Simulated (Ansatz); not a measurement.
**Run report: CH5ClGe, geometry relaxation (part 2 of 2)**

CH5ClGe; RHF/def2-SVP (Ansatz 0.2.0). It belongs to a series of runs on one base structure; here: end point A relaxed.

Geometry of the input (Å):
```
Ge 0.1294  0.0642  0.0920
H  0.5097  -0.0325  1.5630
H  1.6460  -0.0135  -0.0059
C  -0.8562  1.5881  -0.6046
H  -1.8910  1.3023  -0.8092
H  -0.8435  2.3976  0.1253
H  -0.4012  1.9343  -1.5323
Cl -0.8196  -1.7470  -0.6138
```

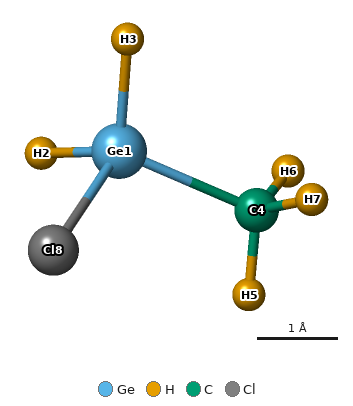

**Figure 1.** The geometry at step 6 of the log (ball-and-stick view, seen at a tilt; atoms are numbered from 1 in the order of the input).

Trajectory as extended XYZ (Å, eV, eV/Å), 11 frames, from step=1 to step=11:
```
8
Properties=species:S:1:pos:R:3:forces:R:3 step=1 energy=-70075.58538
Ge    0.1294    0.0642    0.0920    1.0880  -0.0894   0.8118
H     0.5097   -0.0325    1.5630   -1.5831   0.0515   0.9314
H     1.6460   -0.0135   -0.0059    0.4100   0.0965  -1.7766
C    -0.8562    1.5881   -0.6046   -0.0376  -0.0004   0.0201
H    -1.8910    1.3023   -0.8092    0.1408   0.0103   0.0788
H    -0.8435    2.3976    0.1253   -0.0061   0.0418  -0.0463
H    -0.4012    1.9343   -1.5323   -0.0081   0.0158   0.0051
Cl   -0.8196   -1.7470   -0.6138   -0.0040  -0.1261  -0.0243
8
Properties=species:S:1:pos:R:3:forces:R:3 step=2 energy=-70076.12832
Ge    0.1831    0.0680    0.1316    0.6705  -0.0931   0.4881
H     0.3424   -0.0283    1.6652   -0.7199   0.0858  -0.0960
H     1.6913   -0.0042   -0.1939   -0.3053   0.1005  -0.6336
C    -0.8379    1.5762   -0.5917    0.0867   0.0449   0.0829
H    -1.8721    1.2899   -0.7949    0.1277  -0.1038   0.1103
H    -0.8390    2.3991    0.1236    0.0146   0.0490  -0.0148
H    -0.3967    1.9275   -1.5253    0.0446  -0.0382   0.0251
Cl   -0.7974   -1.7347   -0.6001    0.0810  -0.0450   0.0380
8
Properties=species:S:1:pos:R:3:forces:R:3 step=3 energy=-70076.18342
Ge    0.1739    0.0641    0.1326    0.7808   0.2849   0.4717
H     0.1738    0.0000    1.6519   -0.2809  -0.1507   0.2197
H     1.6403    0.0518   -0.2666    0.1902  -0.1096  -0.2750
C    -0.7895    1.5905   -0.5549   -0.5581  -0.2396  -0.3857
H    -1.8156    1.1798   -0.6377    0.3549   0.8023  -0.1800
H    -0.7653    2.4792    0.0887   -0.0364  -0.3616  -0.0595
H    -0.3929    1.8567   -1.5462   -0.3597  -0.0909   0.2662
Cl   -0.7510   -1.7284   -0.6533   -0.0908  -0.1348  -0.0573
8
Properties=species:S:1:pos:R:3:forces:R:3 step=4 energy=-70076.27597
Ge    0.2046    0.0704    0.1530    0.1305   0.0178   0.0926
H     0.1408   -0.0240    1.6801   -0.0610  -0.0003  -0.0383
H     1.6650    0.0364   -0.3024   -0.0209   0.0521  -0.0176
C    -0.8050    1.5773   -0.5628   -0.2827  -0.0556  -0.1382
H    -1.8574    1.2747   -0.6699    0.3291   0.1789   0.0611
H    -0.7452    2.4484    0.0939   -0.0019  -0.0750  -0.0134
H    -0.4229    1.8570   -1.5478   -0.0585  -0.0411   0.0729
Cl   -0.7062   -1.7465   -0.6295   -0.0345  -0.0770  -0.0192
8
Properties=species:S:1:pos:R:3:forces:R:3 step=5 energy=-70076.28339
Ge    0.2027    0.0676    0.1555    0.0207  -0.0412  -0.0164
H     0.1100   -0.0304    1.6803   -0.0165  -0.0039  -0.0392
H     1.6632    0.0538   -0.2998   -0.0101   0.0392   0.0314
C    -0.8052    1.5757   -0.5638   -0.1236  -0.0296  -0.0561
H    -1.8626    1.3061   -0.6391    0.1243   0.0562   0.0424
H    -0.7097    2.4502    0.0828    0.0187  -0.0259  -0.0096
H    -0.4451    1.8363   -1.5604   -0.0148  -0.0235   0.0309
Cl   -0.6795   -1.7657   -0.6409    0.0014   0.0287   0.0167
8
Properties=species:S:1:pos:R:3:forces:R:3 step=6 energy=-70076.29569
Ge    0.1959    0.0620    0.1622    0.0460   0.2123   0.0701
H     0.0207   -0.0836    1.6766   -0.0113  -0.0206  -0.0436
H     1.6828    0.1199   -0.1999   -0.0402  -0.0092   0.0058
C    -0.8099    1.5683   -0.5637    0.0436  -0.0658   0.0352
H    -1.8806    1.3832   -0.4629    0.0437   0.0264  -0.0017
H    -0.5561    2.4846   -0.0272   -0.0087   0.0082  -0.0365
H    -0.5727    1.6962   -1.6208   -0.0337   0.0263   0.0278
Cl   -0.6064   -1.7368   -0.7497   -0.0394  -0.1776  -0.0570
8
Properties=species:S:1:pos:R:3:forces:R:3 step=7 energy=-70076.29967
Ge    0.1928    0.0653    0.1634    0.0024  -0.0157   0.0020
H    -0.0108   -0.1021    1.6696   -0.0013  -0.0006  -0.0014
H     1.6818    0.1337   -0.1773    0.0007  -0.0005   0.0047
C    -0.8080    1.5686   -0.5623   -0.0162   0.0259  -0.0091
H    -1.8773    1.4143   -0.4156    0.0071   0.0033   0.0057
H    -0.5157    2.4942   -0.0628    0.0045  -0.0012  -0.0047
H    -0.6145    1.6709   -1.6304   -0.0044  -0.0017   0.0037
Cl   -0.5746   -1.7511   -0.7701    0.0072  -0.0096  -0.0009
8
Properties=species:S:1:pos:R:3:forces:R:3 step=8 energy=-70076.29940 accepted=F
Ge    0.1878    0.0636    0.1649    0.0364  -0.0206   0.0070
H    -0.0390   -0.1157    1.6670   -0.0028  -0.0108  -0.0128
H     1.6827    0.1466   -0.1495   -0.0131   0.0006   0.0060
C    -0.8091    1.5688   -0.5614   -0.0748   0.1168  -0.0531
H    -1.8780    1.4439   -0.3638    0.1402   0.0309  -0.0348
H    -0.4714    2.5034   -0.0992   -0.0544  -0.1300  -0.0696
H    -0.6570    1.6356   -1.6428   -0.0313   0.0017   0.1425
Cl   -0.5423   -1.7525   -0.8006   -0.0003   0.0114   0.0147
8
Properties=species:S:1:pos:R:3:forces:R:3 step=9 energy=-70076.30019
Ge    0.1906    0.0642    0.1621    0.0044  -0.0173   0.0156
H    -0.0249   -0.1109    1.6658   -0.0015   0.0041   0.0007
H     1.6828    0.1407   -0.1632   -0.0027  -0.0014  -0.0039
C    -0.8087    1.5698   -0.5625   -0.0145   0.0159  -0.0122
H    -1.8766    1.4305   -0.3919    0.0094   0.0024   0.0017
H    -0.4949    2.4978   -0.0801    0.0019  -0.0107  -0.0043
H    -0.6360    1.6576   -1.6355   -0.0034  -0.0024   0.0067
Cl   -0.5585   -1.7560   -0.7801    0.0065   0.0095  -0.0044
8
Properties=species:S:1:pos:R:3:forces:R:3 step=10 energy=-70076.30020
Ge    0.1882    0.0633    0.1668    0.0026  -0.0185  -0.0366
H    -0.0442   -0.1171    1.6675    0.0007  -0.0127  -0.0063
H     1.6827    0.1474   -0.1461   -0.0008   0.0048   0.0123
C    -0.8095    1.5684   -0.5619   -0.0223   0.0468  -0.0093
H    -1.8750    1.4506   -0.3574    0.0420   0.0069  -0.0098
H    -0.4659    2.5011   -0.1071   -0.0198  -0.0373  -0.0187
H    -0.6661    1.6325   -1.6418   -0.0039  -0.0087   0.0427
Cl   -0.5364   -1.7525   -0.8054    0.0015   0.0188   0.0257
8
Properties=species:S:1:pos:R:3:forces:R:3 step=11 energy=-70076.30043
Ge    0.1894    0.0639    0.1644   -0.0021  -0.0082  -0.0006
H    -0.0396   -0.1187    1.6653    0.0022   0.0010  -0.0023
H     1.6839    0.1479   -0.1488   -0.0038  -0.0015   0.0008
C    -0.8094    1.5693   -0.5624    0.0050   0.0005   0.0025
H    -1.8744    1.4457   -0.3659   -0.0050   0.0003   0.0000
H    -0.4735    2.5000   -0.1014   -0.0003   0.0044   0.0007
H    -0.6590    1.6383   -1.6398   -0.0002  -0.0012  -0.0029
Cl   -0.5438   -1.7527   -0.7969    0.0043   0.0046   0.0018
```

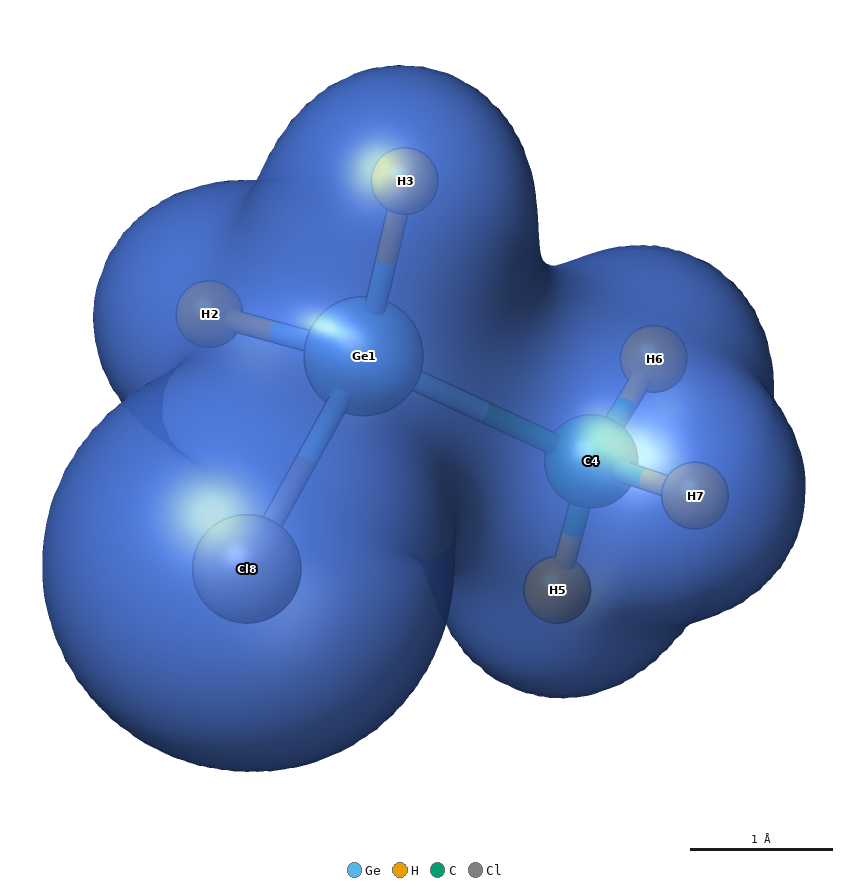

**Figure 2.** Isosurface of the total electron density at 0.1 e/Å³ (blue), seen at a tilt. At this value the surface is in one piece. On the grid the lowest density along these lines, outside the cores, is 0.89 e/Å³ (C–Ge, 1.95 Å), 0.61 e/Å³ (Ge–Cl, 2.18 Å), 1.9 e/Å³ (C–H, 1.09 Å) and 0.92 e/Å³ (Ge–H, 1.53 Å).

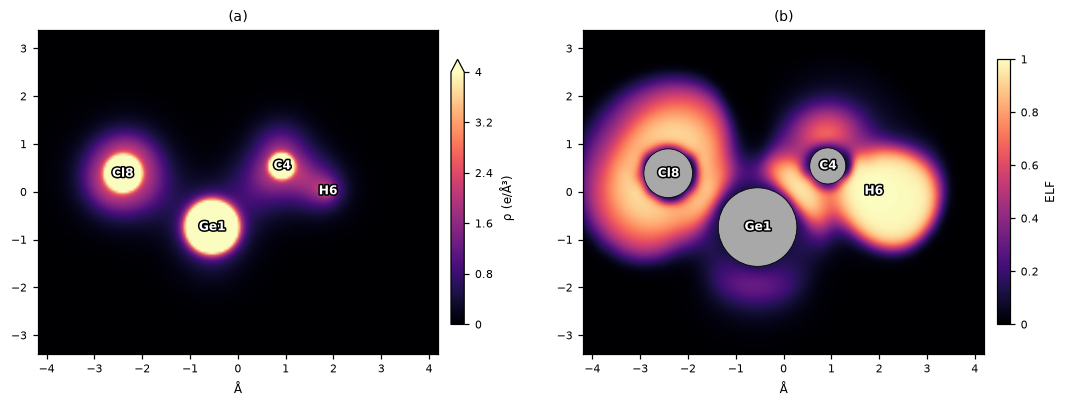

**Figure 3.** (a) electron density; (b) ELF on the plane of atoms Ge1, C4 and H6. Grey discs, where drawn, cover atomic cores. The section cuts through Ge, C, H and Cl sites. C–Ge (1.95 Å): ρ at the midpoint is about 0.92 e/Å³; the ELF peaks at about 0.95 in the valence shell of C, 0.7 Å from its nucleus, and is about 0.75 at the midpoint. Ge–Cl (2.18 Å): ρ at the midpoint is about 0.69 e/Å³, with its minimum of 0.61 e/Å³ about 1.0 Å from Ge; the ELF peaks at about 0.85 in the valence shell of Cl, 0.9 Å from its nucleus, and is about 0.70 at the midpoint. C–H (1.09 Å): ρ at the midpoint is about 1.9 e/Å³; the ELF climbs to about 1 towards the hydrogen, as it does in any bond to H; a covalent bond by its length.

Summary:

```json
{"quantity": "outcome", "value": "converged"}
{"quantity": "total energy", "value": "−70076.3004 eV"}
{"quantity": "mean-field energy", "value": "−70076.3004 eV"}
{"quantity": "largest force (length of the vector) at the end", "value": "0.008 eV/Å"}
{"quantity": "wall time", "value": "18 s"}
{"quantity": "peak memory", "value": "0.19 GiB"}
```
